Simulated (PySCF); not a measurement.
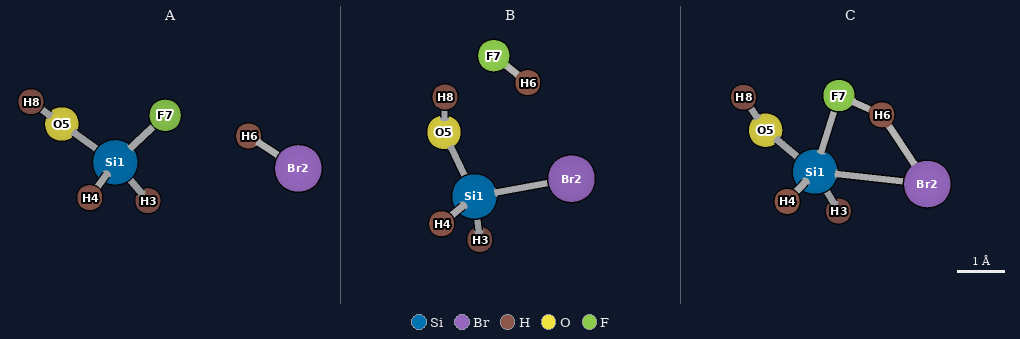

Three geometries of SiH4OBrF: a saddle point and the two minima that it joins, in shuffled order. Style: ball-and-stick. Shown at a tilt. Sticks join atoms that are closer than about 1.2 times the sum of their covalent radii (a little more with hydrogen).

Stationary points at PBE0-D4/def2-TZVP, single-point energies with CCSD(T)/CBS, PBE0-D4, CCSD(T) (def2-TZVPP where no basis is named; PySCF 2.14.0). The energies are electronic, without zero-point or thermal terms, and both ends are the minima reached downhill from the saddle, with any fragments still in contact. CCSD(T)/CBS stands for a frozen-core estimate: MP2 correlation extrapolated from def2-TZVPP and def2-QZVPP, CCSD(T) minus MP2 from the smaller set.

Question: Identify the saddle point and describe the reaction.

Answer: Frame C is the saddle point. Counted by bonded pieces, B holds HF + SiH₃BrO and A holds HBr + SiH₃OF. From B over the saddle to A, bonds form: Si1–F7 (3.42 → 1.95 → 1.61 Å), Br2–H6 (2.39 → 1.80 → 1.42 Å). Bonds break: Si1–Br2 (2.26 → 2.62 → 4.54 Å), H6–F7 (0.93 → 1.05 → 2.09 Å). The saddle has one imaginary mode, 296i cm⁻¹. With CCSD(T)/CBS the barrier is 29.7 kcal/mol from B and 37.0 kcal/mol from A, and A lies 7.3 kcal/mol below B.

```csv
level,barrier from B (kcal/mol),barrier from A (kcal/mol),A less B (kcal/mol)
CCSD(T)/CBS,29.7,37.0,−7.3
PBE0-D4,27.0,32.1,−5.1
CCSD(T),30.0,38.7,−8.7
```

Against CCSD(T)/CBS, CCSD(T) comes closest on the barrier from B (+0.3 kcal/mol) and PBE0-D4 misses most (−2.7 kcal/mol).
